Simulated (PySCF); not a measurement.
## Frequency calculation of PtN$_{2}$ (charge −1)

System: PtN$_{2}$, charge −1, multiplicity 4.
Method: UKS-based PBE0, Pt def2-SVPD with ECP60, N def2-SVPD; non-relativistic Hamiltonian with a scalar-relativistic core potential; density fitting (PySCF 2.14.0).

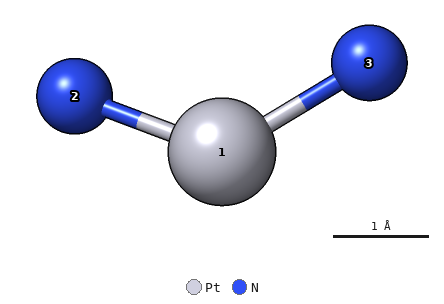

The input geometry (ball-and-stick view, seen at a tilt; atoms are numbered from 1 in the order of the input). Sticks mark near contacts. Bond lengths as drawn: N–Pt 1.81 Å.

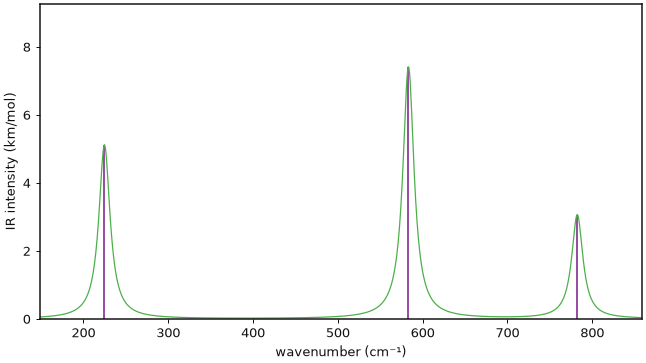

Harmonic infrared spectrum, unscaled: sticks (degenerate modes added up, dark ones marked on the axis) with a Lorentzian envelope of 16 cm⁻¹ full width, scaled to the tallest stick. 3 modes from 225 to 782 cm⁻¹, none imaginary. The strongest line is at 583 cm⁻¹ (7.4 km/mol). All modes, in cm⁻¹ (km/mol): 225 (5.1), 583 (7.4), 782 (3.1).

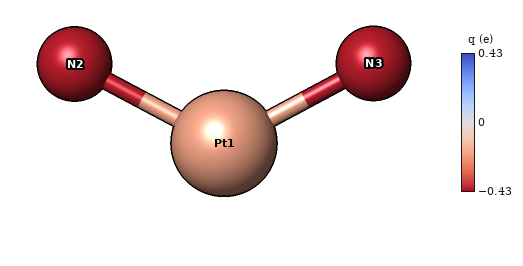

Mulliken charges, as the colour of each atom (ball-and-stick view, seen at a tilt; atoms are numbered from 1 in the order of the input). By element: Pt −0.18 and N −0.41 e.

These pictures come from the run below.

## The input
```python
from pyscf import gto, scf, dft
mol = gto.M(atom='''
Pt     0.000000     0.000000    -0.106714
N      1.600632     0.000000     0.742892
N     -1.600632     0.000000     0.742892''',
    basis={'Pt': 'def2-SVPD', 'N': 'def2-SVPD'},
    ecp={'Pt': 'def2-SVPD'},
    charge=-1, spin=3)
mf = dft.UKS(mol, xc='PBE0')
mf.grids.atom_grid = (75, 302)
aux = {'Pt': 'def2-universal-JKFIT', 'N': 'def2-universal-JKFIT'}
mf = mf.density_fit(auxbasis=aux)
mf.conv_tol = 1e-09
mf.diis_space = 10
mf.max_cycle = 60
mf.verbose = 4
mf.kernel()
```

The script is an equivalent of the set-up of the self-consistent field. The run itself was carried out by a driver, which started from the orbitals of the step before it where there was one and computed the further properties.

Launch command:
```bash
OMP_NUM_THREADS=2 python axn.py task.json out
```

## What the program printed
```
init E= -228.492093817803
  alpha nocc = 18  HOMO = -0.01302519633653  LUMO = 0.179415609031722
  beta  nocc = 15  HOMO = -0.0209495706145315  LUMO = 0.0800071043629774
  HOMO = -0.0130251963365  LUMO = 0.080007104363  gap/eV = 2.53154
cycle= 1 E= -228.492093817723  delta_E= 7.97e-11  |g|= 1.47e-05  |ddm|= 2.18e-05
  alpha nocc = 18  HOMO = -0.013028746754971  LUMO = 0.179413333123855
  beta  nocc = 15  HOMO = -0.0209509365140743  LUMO = 0.0800050316339843
  HOMO = -0.013028746755  LUMO = 0.080005031634  gap/eV = 2.53158
cycle= 2 E= -228.492093816838  delta_E= 8.85e-10  |g|= 4.55e-05  |ddm|= 5.77e-05
  alpha nocc = 18  HOMO = -0.0130272518000023  LUMO = 0.179413892469895
  beta  nocc = 15  HOMO = -0.0209509787655016  LUMO = 0.0800059361721475
  HOMO = -0.0130272518  LUMO = 0.0800059361721  gap/eV = 2.53156
cycle= 3 E= -228.492093817809  delta_E= -9.71e-10  |g|= 5.27e-06  |ddm|= 4.48e-05
  alpha nocc = 18  HOMO = -0.0130265705993011  LUMO = 0.179414499768054
  beta  nocc = 15  HOMO = -0.0209504676870687  LUMO = 0.0800062899165062
  HOMO = -0.0130265705993  LUMO = 0.0800062899165  gap/eV = 2.53155
cycle= 4 E= -228.49209381782  delta_E= -1.06e-11  |g|= 1.54e-06  |ddm|= 6.68e-06
  alpha nocc = 18  HOMO = -0.0130266061307722  LUMO = 0.179414600846941
  beta  nocc = 15  HOMO = -0.0209503081791222  LUMO = 0.0800062323254561
  HOMO = -0.0130266061308  LUMO = 0.0800062323255  gap/eV = 2.53155
Extra cycle  E= -228.492093817809  delta_E= 1.03e-11  |g|= 5.05e-06  |ddm|= 6.12e-06
converged SCF energy = -228.492093817809  <S^2> = 3.8801087  2S+1 = 4.0645338
```

## Summary

- outcome: converged
- total energy: −228.492094 hartree
- ⟨S²⟩: 3.880
- zero-point energy: 0.003623 hartree
- wavenumbers, lowest and highest: 225 and 782 cm⁻¹
- hardware: 2 threads of Arm Neoverse N1, 98 GiB of memory available, shared host
- wall time: 35 s (CPU time 64 s)
- peak memory: 0.74 GiB
